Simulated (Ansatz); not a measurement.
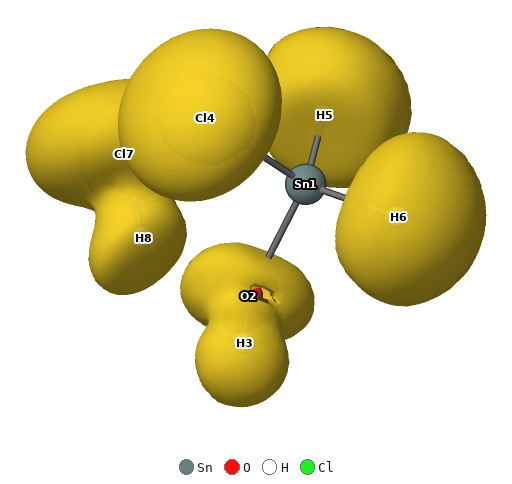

The picture shows: ClH3OSn···HCl. Isosurface of the electron localisation function at 0.75 (yellow), seen at an oblique angle. Only the valence region is drawn (cores and ρ < 0.01 e/Å³ removed).

Core potentials replace the inner electrons of Sn; not at a stationary point (largest force 1.1 eV/Å).

Theory: RKS PBE0/def2-SVP in Ansatz.

```yaml
atoms:
  - { symbol: Sn, position_ang: [-0.1957, -0.1076, -0.0679] }
  - { symbol: O, position_ang: [-0.2648, 0.0225, 1.9000] }
  - { symbol: H, position_ang: [-0.1870, -0.8355, 2.3376] }
  - { symbol: Cl, position_ang: [1.9869, -0.7404, -0.6721] }
  - { symbol: H, position_ang: [-0.5769, 1.4238, -0.6811] }
  - { symbol: H, position_ang: [-1.1889, -1.4256, -0.5220] }
  - { symbol: Cl, position_ang: [1.4011, 2.7819, 1.4020] }
  - { symbol: H, position_ang: [0.9087, 1.8556, 2.2244] }
```

What do the ELF domains correspond to?

The ELF exceeds this value in two regions around hydrogen nuclei, one region wrapped around Cl (its valence shell), one joined region spread over several atoms (Cl, H), in which their bonds and any lone pairs are merged and one joined region spread over several atoms (H, O), in which their bonds and any lone pairs are merged. Along the contacts the grid gives the following. O2···H8 (2.20 Å): the ELF dips to about 0.05 between them. Sn–O (1.97 Å): the ELF peaks at about 0.85 in the valence shell of O, 0.6 Å from its nucleus, and drops to about 0.15 between the two atoms.
